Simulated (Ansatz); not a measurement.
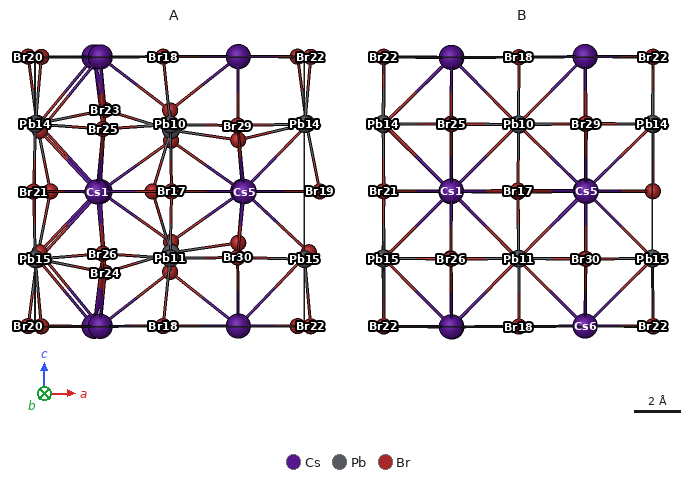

Two geometries of a defect cell of composition Cs7Pb8Br23, drawn at one scale. One is the start of a relaxation, the other its converged end. The picture is a ball-and-stick view of the cell of the calculation (origin shifted), seen along the b axis.

Method: DFT, PBEsol, PAW, plane waves in Ansatz 0.2.0. Settings: plane-wave cutoff 420 eV; k-point mesh 1 × 1 × 1; mesh shifted by (0.25, 0.25, 0.25); no spin polarisation; atoms relaxed in a fixed cell; force threshold 0.03 eV/Å; at most 80 steps.

Q: Which geometry has the lower energy?

A: Structure A is the relaxed one. The largest move is that of a Br atom, 0.92 Å along [−3 −2 0]. By element the largest moves are Br 0.92 Å, Cs 0.51 Å, Pb 0.27 Å. The cell stays as it was. Among the contacts that change: Br–Cs 4.171 → 5.263 Å, Br–Cs 4.115 → 4.973 Å, Br–Cs 4.155 → 4.995 Å, Br–Cs 4.175 → 5.008 Å. Among the angles between lasting bonds that change: Pb–Br–Pb 178.1° → 138.6°, Cs–Br–Cs 90.0° → 118.7°, Pb–Br–Pb 179.4° → 151.3°. Over 13 geometry steps the energy falls by 0.946 eV per cell of the calculation. The largest force component goes from 0.38 to 0.015 eV/Å.
